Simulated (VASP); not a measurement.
Band structure of PtTe2 (1T layered). Level of theory: LDA (Ceperley-Alder, Perdew-Zunger) with spin-orbit coupling, VASP's LDA PAW potentials (set 64) (plane waves; VASP).

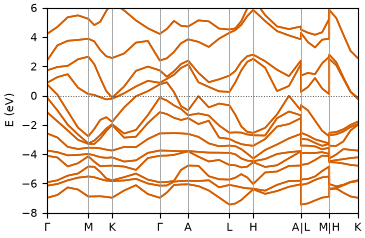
Bands along high-symmetry lines, zero at the valence-band maximum or, without a gap, the Fermi level

Problem. Read the plot: is there a gap, and where are the band edges?

Solution. It has no gap at this level: it comes out as a metal or semimetal.

The compound is PtTe2 in the 1T layered structure. It was relaxed first.
